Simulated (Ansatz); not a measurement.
# Structural relaxation of random rock-salt alloy of CaS and PbS (64 atoms), part 2 of 2

Aim: bring random rock-salt alloy of CaS and PbS (64 atoms) to a nearby minimum of the energy and see what moves.

Ansatz 0.2.0; Kohn-Sham DFT, PBEsol, PAW (set soft_2), plane waves.

The cell: 24 Ca, 32 S and 8 Pb. The host structure and its lattice constant were typed by rule, without a check against the phase diagram. Sampling is at Γ alone, for a cell whose shortest periodic width is 12 Å. Spin–orbit coupling is left out.

So far. Step 3 (Relaxation): The relaxation changed the energy by -14.1 meV/atom, and atoms moved by 0.076 Å r.m.s., 0.20 Å at most.

## Step 4: Local order after relaxation

Bonds before and after, by the cutoffs listed below:

```
pair  bonds before  bonds after  mean before (Å)  mean after (Å)  spread before (Å)  spread after (Å)
S-Ca           144          144            2.876           2.856              0.027             0.038
S-Pb            48           48            2.876           2.938              0.031             0.045
```

Density 3.98 g/cm³, 23.78 Å³ an atom.

Pair distribution functions g(r), in bins of 0.2 Å:

```
r (Å)  total    S-S   S-Ca   S-Pb  Ca-Ca  Ca-Pb  Pb-Pb
 2.70   0.77   0.00   2.05   0.00   0.00   0.00   0.00
 2.90   5.94   0.00  11.88  11.81   0.00   0.00   0.00
 3.10   0.16   0.00   0.00   1.29   0.00   0.00   0.00
 3.30   0.00   0.00   0.00   0.00   0.00   0.00   0.00
 3.50   0.00   0.00   0.00   0.00   0.00   0.00   0.00
 3.70   0.00   0.00   0.00   0.00   0.00   0.00   0.00
 3.90   0.71   2.85   0.00   0.00   0.00   0.00   0.00
 4.10   5.97  10.10   0.00   0.00  13.50  14.43  11.40
 4.30   0.19   0.78   0.00   0.00   0.00   0.00   0.00
 4.50   0.00   0.00   0.00   0.00   0.00   0.00   0.00
 4.70   0.00   0.00   0.00   0.00   0.00   0.00   0.00
 4.90   1.83   0.00   3.42   4.38   0.00   0.00   0.00
 5.10   1.22   0.00   2.67   1.76   0.00   0.00   0.00
 5.30   0.00   0.00   0.00   0.00   0.00   0.00   0.00
 5.50   0.13   0.54   0.00   0.00   0.00   0.00   0.00
 5.70   1.43   2.29   0.00   0.00   3.43   3.43   3.44
 5.90   0.15   0.61   0.00   0.00   0.00   0.00   0.00
 6.10   0.00   0.00   0.00   0.00   0.00   0.00   0.00
 6.30   1.57   0.00   3.44   2.21   0.00   0.00   0.00
 6.50   3.91   0.00   7.54   8.71   0.00   0.00   0.00
 6.70   0.01   0.00   0.02   0.05   0.00   0.00   0.00
 6.90   0.66   2.48   0.00   0.00   0.26   0.00   0.00
 7.10   3.88   6.52   0.00   0.00   9.08   8.65  10.70
 7.30   0.04   0.16   0.00   0.00   0.00   0.00   0.00
 7.50   0.00   0.00   0.00   0.00   0.00   0.00   0.00
 7.70   0.00   0.00   0.00   0.00   0.00   0.00   0.00
 7.90   0.05   0.19   0.00   0.00   0.00   0.00   0.00
```

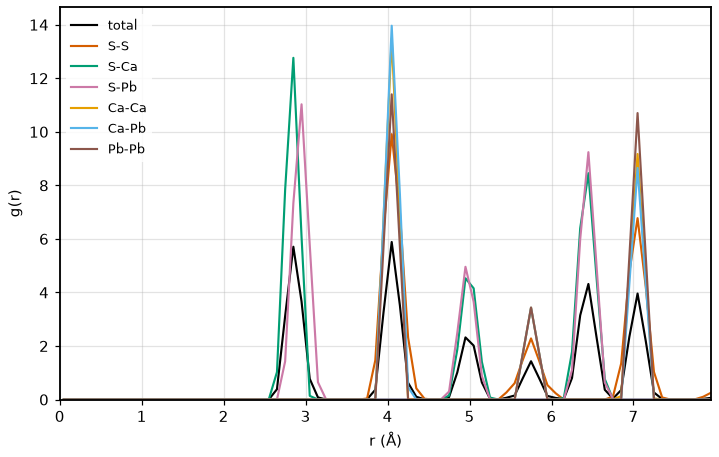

Pair distribution functions, lightly smoothed.

Bonds by pair of elements; cutoffs follow the first minimum of g(r), held within bounds set by covalent radii, and pairs that aren't listed don't count as bonded:

```
pair A-B  cutoff (Å)  bonds  mean length (Å)  spread (Å)  shortest (Å)  B about A  A about B
    S-Ca        3.27    144             2.86       0.038          2.75        4.5          6
    S-Pb        3.43     48             2.94       0.045          2.85        1.5          6
```

How many atoms have how many bonded neighbours:

```
element  mean   6
     Ca     6  24
     Pb     6   8
      S     6  32
```

Bond angles, per cent of each kind in bins of 5°:

```
angle (°)  S-Ca-S  Ca-S-Ca  Ca-S-Pb  S-Pb-S  Pb-S-Pb
    85–90    46.7     22.6     62.8    39.2     76.9
    90–95    33.3     57.1     18.1    40.8      0.0
   95–100     0.0      0.0      0.0     0.0      0.0
  100–105     0.0      0.0      0.0     0.0      0.0
  105–110     0.0      0.0      0.0     0.0      0.0
  110–115     0.0      0.0      0.0     0.0      0.0
  115–120     0.0      0.0      0.0     0.0      0.0
  120–125     0.0      0.0      0.0     0.0      0.0
  125–130     0.0      0.0      0.0     0.0      0.0
  130–135     0.0      0.0      0.0     0.0      0.0
  135–140     0.0      0.0      0.0     0.0      0.0
  140–145     0.0      0.0      0.0     0.0      0.0
  145–150     0.0      0.0      0.0     0.0      0.0
  150–155     0.0      0.0      0.0     0.0      0.0
  155–160     0.0      0.0      0.0     0.0      0.0
  160–165     0.0      0.0      0.0     0.0      0.0
  165–170     0.0      0.0      0.0     0.0      0.0
  170–175     0.0      0.4      0.5     0.0     11.5
  175–180    20.0     19.9     18.6    20.0     11.5
```

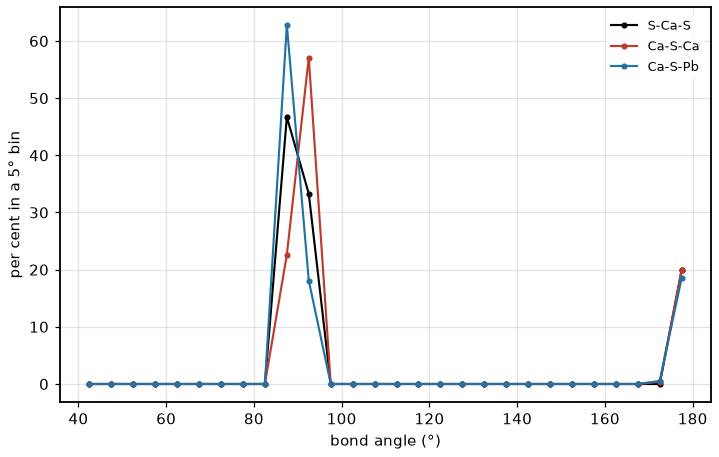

Distributions of the most common bond angles.

Bond angles (no mean is given where the spread exceeds 20°):

```
  angle  count  mean (°)  spread (°)
 S-Ca-S    360         -           -
Ca-S-Ca    266         -           -
Ca-S-Pb    188         -           -
 S-Pb-S    120         -           -
Pb-S-Pb     26         -           -
```

First main peaks of g(r), for some of the pairs, lie near 4.05 Å (S-S), 2.85 Å (S-Ca), 2.94 Å (S-Pb), 4.06 Å (Ca-Ca), 4.07 Å (Ca-Pb) and 4.08 Å (Pb-Pb). Counting bonds as in the table, all Ca atoms have 6, all Pb atoms have 6 and all S atoms have 6 bonded neighbours.

## Step 5: Single point at the relaxed geometry

The electronic structure is read at the final geometry, in a run of its own.

Contents of input.yaml:

```yaml
crystal:
  lattice:
    - [11.503, 0.0, 0.0]
    - [0.0, 11.503, 0.0]
    - [0.0, 0.0, 11.503]
  atoms:
    - { symbol: Ca, position: [0.99972, 0.99944, 0.99903] }
    - { symbol: S, position: [0.25139, 0.00726, 0.99991] }
    - { symbol: Pb, position: [0.99864, 0.25001, 0.24941] }
    - { symbol: S, position: [0.24925, 0.2523, 0.23938] }
    [... 54 atom lines left out ...]
    - { symbol: Ca, position: [0.5003, 0.75082, 0.74854] }
    - { symbol: S, position: [0.75111, 0.75644, 0.74837] }
    - { symbol: Pb, position: [0.74994, 0.49919, 0.75072] }
    - { symbol: S, position: [0.49336, 0.50109, 0.75015] }
    - { symbol: Ca, position: [0.74917, 0.74946, 0.49993] }
    - { symbol: S, position: [0.50188, 0.74981, 0.50041] }
kpoints:
  mp_grid: { grid: [1, 1, 1] }
hamiltonian:
  xc: pbesol
scf:
  occupations: { method: fermi_dirac, width: 0.05 }
output:
  forces: true
  stress: true
  populations: true
  dos:
    method: { smearing: { sigma: 0.1 } }
    de: 0.1
    projected: { site_lists: { Ca: [Ca], Pb: [Pb], S: [S] } }
  eigenvalues: true
  write_density: true
  write_potential: true
  volumetric_format: npy
  elf: true
```

Started as:

```
$ ansatz run input.yaml --threads 4 --pin off --max-ram 8192MiB --backend cpu --events-out ev --progress --plain --runs-dir out
```

Numbers of over 12 decimals in the logs are rounded to 6 here.

The log of the run:

```text
[...]
Crystal: 64 atoms, lattice volume = 1522.066 Å³
Basis set: ecut = 420 eV, 29711 PW (Γ), exchange–correlation on 160×160×160 points (8 copies of the dense FFT grid, shifted against one another)
Bands: 336, of which v1, the nominal top of the filled ones, is band 272 counted from 1 (271 counted from 0)
Symmetry: 1 space group operations
[...]
k-points: 1
[...]
SCF iter   1: F=—  HF=-165518.897501 eV  |F-HF|=—  |Δ(HF+E_count)|=         —  Δρ=5.21e-3  dr2=6.58e-1  ethr=1.77e-3  ⟨swp⟩=14.0  Hψ=1980  notcnv=0
[...]
SCF iter   8: F=-165518.735333 eV  HF=-165518.735333 eV  |F-HF|=1.39e-8  |Δ(HF+E_count)|=   2.89e-7  Δρ=1.41e-6  dr2=5.41e-8  ethr=1.84e-11  ⟨swp⟩=20.0  Hψ=2883  notcnv=0
SCF 1 converged in 8 iterations: F = -165518.735333 eV  dr2 = 5.41e-8
[...]
SCF converged after 8 iterations
Free energy (F): -165518.735333 eV
[...]
Internal energy: -165518.735333 eV  (E = F + TS)
E sigma→0 (E₀):  -165518.735333 eV
Entropy (-TS):   -0.000000 eV (-0.000 meV/atom)
Fermi energy:    7.892001 eV
[...]
--- Forces (eV/Å), atoms counted from 1 ---
  atom   1  Ca    -0.00089634     0.00082524     0.00081830
  atom   2  S     -0.00082142    -0.00538767    -0.00060813
  atom   3  Pb     0.00163700     0.00028327    -0.00682698
  atom   4  S      0.01154073    -0.00607827    -0.00693584
  atom   5  Ca     0.00492145    -0.00125085    -0.00226276
  atom   6  S      0.00674039    -0.00420471    -0.00252952
  atom   7  Ca    -0.00067245    -0.00174596     0.00337071
  atom   8  S      0.00868983     0.00633015    -0.00199733
  atom   9  Pb     0.00366189     0.00002970     0.00085686
  atom  10  S      0.01008464     0.00463977     0.00065027
  atom  11  Ca    -0.00105323    -0.00570178    -0.00121486
  atom  12  S     -0.00460761     0.00546514    -0.00980313
  atom  13  Ca    -0.00317982     0.00149903     0.00195879
  atom  14  S      0.00030279    -0.00461876     0.00065801
[...]
atom  63  Ca     0.00170566    -0.00627003    -0.00127845
  atom  64  S     -0.00090995    -0.00213279    -0.00291598
  max |Σ_I F_I| component: 1.95e-4 eV/Å
--- Stress (GPa, compression-positive) ---
       -0.893371       0.002744      -0.010119
        0.002744      -0.850390      -0.007297
       -0.010119      -0.007297      -0.849111
  P = ⅓ Tr σ = -0.8643 GPa (-8.643 kbar)
--- Band table (eV) ---
[...]
--- Löwdin populations: 64 sites ---
  site symbol       q [e]
     0     Ca      8.4416
     1      S      7.1249
     2     Pb     13.5535
[...]
63      S      7.2872
  spilling = 0.013232 (of n_electrons = 544.000000)
```

Wall time 45 s (4 threads of AMD EPYC 7R43, shared host); peak memory 1.8 GiB.

The run gave:

| Quantity | Value |
| --- | --- |
| free energy | -165518.7353 eV |
| free energy per atom | -2586.2302 eV/atom |
| SCF cycles | 8 |
| pressure | -0.8643 GPa |
| r.m.s. force component | 0.00463 eV/Å |
| longest force | 0.02027 eV/Å |
| Fermi energy | 7.892 eV |
| gap (highest filled to lowest empty level) | 2.032 eV |
| spilling of the projection | 0.01323 |

States in the cell by windows of 1 eV, zero at the Fermi level; the larger projections on atomic orbitals stand beside the total:

```
from (eV)  to (eV)  total   S p  Pb p  Pb s   S s
      -14      -13    2.4   0.0   0.0   0.3   1.4
      -13      -12   61.0   0.2   2.6   1.2  52.3
      -12      -11    0.6   0.0   0.0   0.0   0.6
      -11       -9    0.0   0.0   0.0   0.0   0.0
       -9       -8   11.9   2.4   0.0   8.2   1.1
       -8       -7    4.1   0.6   0.0   2.8   0.6
       -7       -5    0.0   0.0   0.0   0.0   0.0
       -5       -4   33.7  24.3   5.4   0.1   0.5
       -4       -3   60.0  49.7   3.9   0.2   0.7
       -3       -2   83.4  76.6   0.8   1.1   0.2
       -2       -1   12.5  10.6   0.1   1.2   0.1
       -1        0    2.4   1.7   0.0   0.5   0.0
        0        1    1.6   0.0   0.0   0.0   0.0
        1        2   24.6   1.0   5.8   0.0   0.9
        2        3   34.3   5.5  15.4   0.1   1.5
```

Between -26 and -14 eV lie 224 more states.

About 48 of the 544 electrons lie in deeper levels, below the stored range.

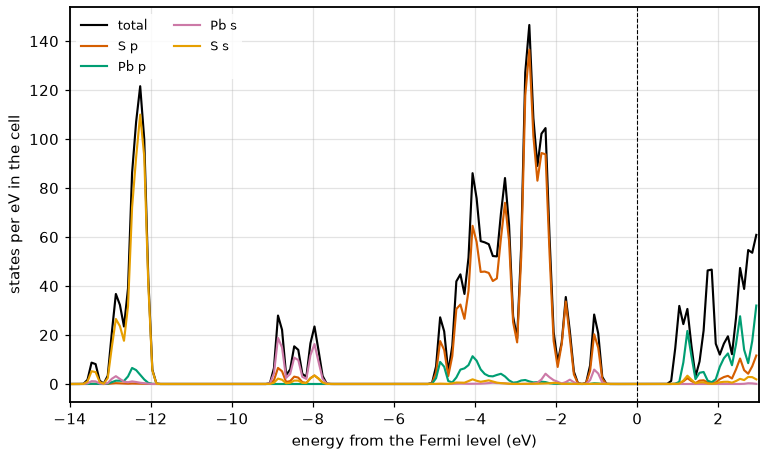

Total and projected density of states, with the broadening of the input.

The levels nearest the highest filled one (over half full), pooled over k-points and spins:

```
level less the highest filled one (eV)  occupation
                                -0.763           2
                                -0.755           2
                                -0.654           2
                               -0.0384           2
                               -0.0247           2
                                     0           2
                                  2.03           0
                                  2.04           0
                                  2.06           0
                                  2.23           0
                                  2.26           0
                                  2.28           0
```

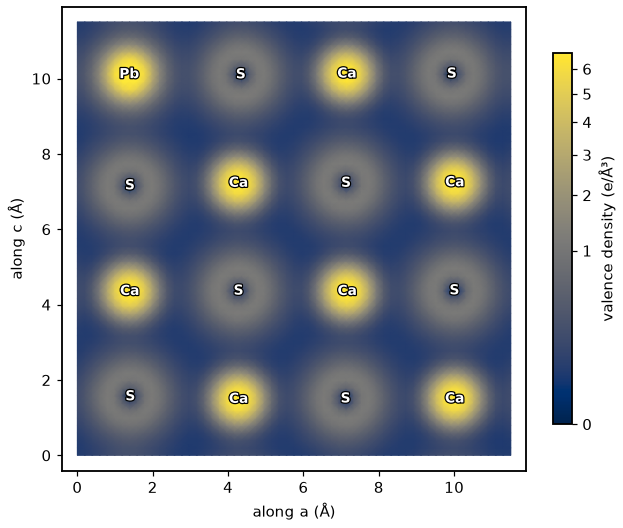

Valence density in the ac plane at fractional y = 0.000, with atoms of Ca and S and Pb within 0.2 Å of it. It is the smooth field of the valence electrons, not physical close to the nuclei. The map starts off the cell's origin, so that atoms lie inside it. The colour scale is stretched toward low values.

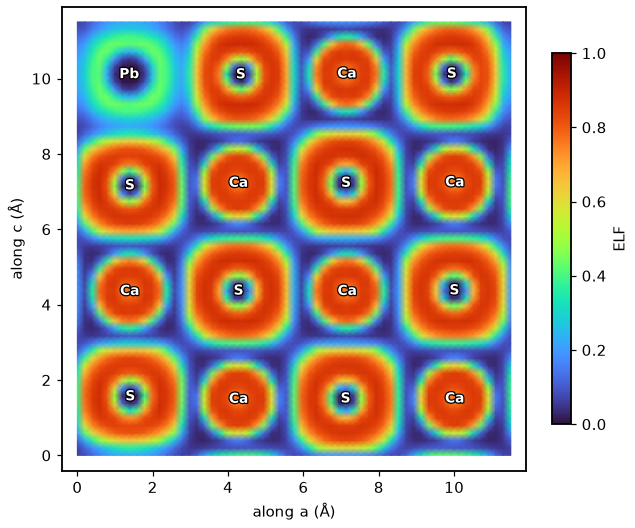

ELF in the ac plane at fractional y = 0.000, with atoms of Ca and S and Pb within 0.2 Å of it. It is the smooth field of the valence electrons, not physical close to the nuclei. The map starts off the cell's origin, so that atoms lie inside it.

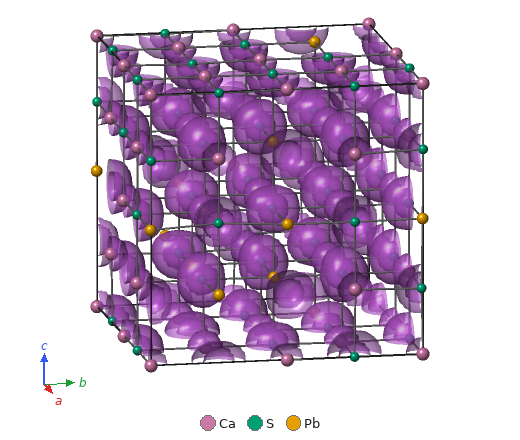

Surface of ELF = 0.81.

The surroundings of S56, picked at random, nearest first, numbered as they follow in the input and with coordinates relative to it.

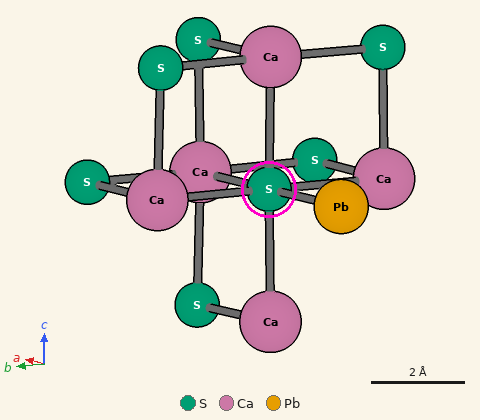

The atoms of the table, within 4.0 Å (arrows a, b, c point along x, y, z); some may hide others; the central atom is ringed.

```
atom      x      y      z  distance (Å)  bonds
 S56   0.00   0.00   0.00          0.00      6
Ca55   2.78   0.01   0.01          2.78      6
Ca49  -0.08  -2.87   0.01          2.87      6
Ca59  -0.10   0.02  -2.87          2.88      6
Ca33  -0.08   2.89   0.01          2.89      6
Ca51  -0.11   0.03   2.90          2.90      6
Pb23  -2.97   0.02   0.01          2.97      6
 S34   2.77   2.89   0.03          4.00      6
 S60   2.79   0.09  -2.88          4.01      6
 S54  -0.17  -2.78   2.89          4.01      6
 S52   2.78   0.06   2.90          4.02      6
 S38  -0.11   2.82   2.88          4.03      6
 S50   2.80  -2.90   0.03          4.03      6
```

The column of bonds counts only the pairs S-Ca within 3.27 Å, S-Pb within 3.43 Å; other neighbours, such as metal atoms beside each other in a compound, aren't counted, and periodic images can show an atom twice.

## Step 6: Changed: scf.convergence.dr2_threshold = 1e-11

Changed here: scf.convergence.dr2_threshold = 1e-11.

Contents of input.yaml:

```yaml
crystal:
  lattice:
    - [11.503, 0.0, 0.0]
    - [0.0, 11.503, 0.0]
    - [0.0, 0.0, 11.503]
  atoms:
    [... the 64 atom lines of step 2 ...]
kpoints:
  mp_grid: { grid: [1, 1, 1] }
hamiltonian:
  xc: pbesol
scf:
  occupations: { method: fermi_dirac, width: 0.05 }
  convergence: { dr2_threshold: 1.0e-11 }
output:
  forces: true
  stress: true
  populations: true
  dos:
    method: { smearing: { sigma: 0.08 } }
    de: 0.1
    projected: { site_lists: { Ca: [Ca], Pb: [Pb], S: [S] } }
  eigenvalues: true
```

The log of the run:

```text
[...]
Crystal: 64 atoms, lattice volume = 1522.066 Å³
Basis set: ecut = 420 eV, 29711 PW (Γ), exchange–correlation on 160×160×160 points (8 copies of the dense FFT grid, shifted against one another)
Bands: 336, of which v1, the nominal top of the filled ones, is band 272 counted from 1 (271 counted from 0)
Symmetry: 1 space group operations
[...]
k-points: 1
[...]
SCF iter   1: F=—  HF=-165517.983388 eV  |F-HF|=—  |Δ(HF+E_count)|=         —  Δρ=5.07e-3  dr2=5.91e-1  ethr=1.77e-3  ⟨swp⟩=11.0  Hψ=1837  notcnv=0  defer=14
[...]
SCF iter  11: F=—  HF=-165517.834012 eV  |F-HF|=—  |Δ(HF+E_count)|=    0.00e0  Δρ=3.69e-8  dr2=2.81e-11  ethr=1.00e-12  ⟨swp⟩=1.0  Hψ=285  notcnv=0  defer=49
SCF iter  12: F=-165517.834012 eV  HF=-165517.834012 eV  |F-HF|=0.00e0  |Δ(HF+E_count)|=  5.82e-11  Δρ=1.00e-8  dr2=1.61e-12  ethr=1.00e-12  ⟨swp⟩=17.0  Hψ=2290  notcnv=0
SCF 1 converged in 12 iterations: F = -165517.834012 eV  dr2 = 1.61e-12
[...]
SCF converged after 12 iterations
Free energy (F): -165517.834012 eV
[...]
Internal energy: -165517.834012 eV  (E = F + TS)
E sigma→0 (E₀):  -165517.834012 eV
Entropy (-TS):   -0.000000 eV (-0.000 meV/atom)
Fermi energy:    7.947109 eV
[...]
Σ components = -165517.834012   (vs F -165517.834012, Δ=0.00e0)
--- Forces (eV/Å), atoms counted from 1 ---
  atom   1  Ca    -0.03397558    -0.24718374    -0.04247424
  atom   2  S      0.02997707     0.42131273    -0.00040447
  atom   3  Pb     0.09773966    -0.18141812     0.17379313
  atom   4  S     -0.15118691     0.06026892    -0.41863430
[...]
atom  64  S      0.00482620     0.17689019     0.05582328
  max |Σ_I F_I| component: 1.82e-6 eV/Å
--- Stress (GPa, compression-positive) ---
       -0.557112      -0.003070      -0.003797
       -0.003070      -0.520298       0.001578
       -0.003797       0.001578      -0.537080
  P = ⅓ Tr σ = -0.5382 GPa (-5.382 kbar)
--- Band table (eV) ---
[...]
--- Löwdin populations: 64 sites ---
  site symbol       q [e]
     0     Ca      8.4492
     1      S      7.1211
     2     Pb     13.5657
[...]
63      S      7.2908
  spilling = 0.013328 (of n_electrons = 544.000000)
```

Run time: 61 s. Hardware: 4 threads; peak memory 1.8 GiB.

Geometry and reference: those of the single point at the start.

Forces differ from those of the single point at the start by 0.012 meV/Å r.m.s., 0.0051 % of their size. It took 1.4 times the reference's time (shared host, so rough).

## Step 7: What came out

```yaml
energy_change_in_the_relaxation: -14.08 meV/atom
r_m_s_displacement: 0.076 Å
largest_displacement: 0.204 Å
free_energy_per_atom: -2586.2302 eV/atom
density: 3.977 g/cm³
pressure: -0.8643 GPa
r_m_s_force_component: 0.00463 eV/Å
spacing_of_highest_filled_and_lowest_empty_level: 2.032 eV
wall_time_of_the_4_dft_runs: 3.9 min
```

Relaxation lowers the energy by 14.1 meV/atom and moves atoms by 0.076 Å r.m.s.; the r.m.s. force component goes from 0.24 to 0.0046 eV/Å, the pressure goes from -0.54 to -0.86 GPa, and the gap from 1.81 to 2.03 eV. By the final cutoffs no bond was broken or made. From the first step to the last the energy fell by 0.901 eV, and the largest move was 0.20 Å (S16). The S-Pb bonds change most in mean length: from 2.876 Å (spread 0.031) to 2.938 Å (spread 0.045). Counting bonds as in the table, all Ca atoms have 6, all Pb atoms have 6 and all S atoms have 6 bonded neighbours. Between filled and empty levels lie 2.03 eV at Γ alone; the mesh holds the band edges only if they fold onto it, so the gap at this level can be narrower or closed.

[Logs are printed without paths, hosts, clocks, repeated set-up lines and the standing remarks that a program may print on its own settings, such as how far it seeks lower states.]

[Hosts, paths, dates, database ids (printed as entryN), source tags and the programs' standing remarks are cut or masked in the printed files.]
